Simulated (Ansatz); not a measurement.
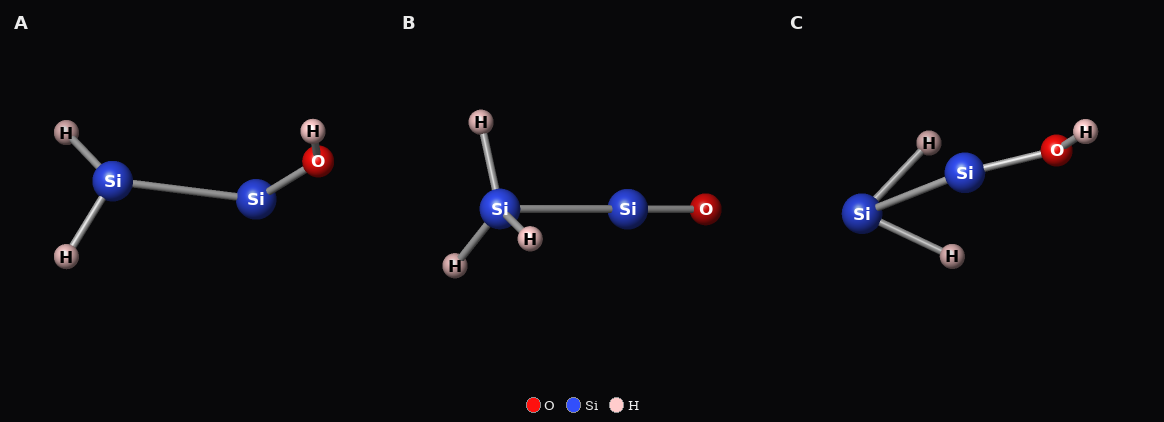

3 stationary structures of one formula. Charge +1, singlet. Geometries: PBE0-D4/def2-TZVP. Electronic energies: RHF-CCSD(T) (frozen core)/def2-TZVPP (Ansatz 0.2.0), without zero-point energy. No frequency run is at hand to confirm each as a minimum.

Rank them by energy, lowest first.

C is lowest (Cs); B lies 22.2 kJ/mol above it (C3v), A lies 24.5 kJ/mol above it (Cs).
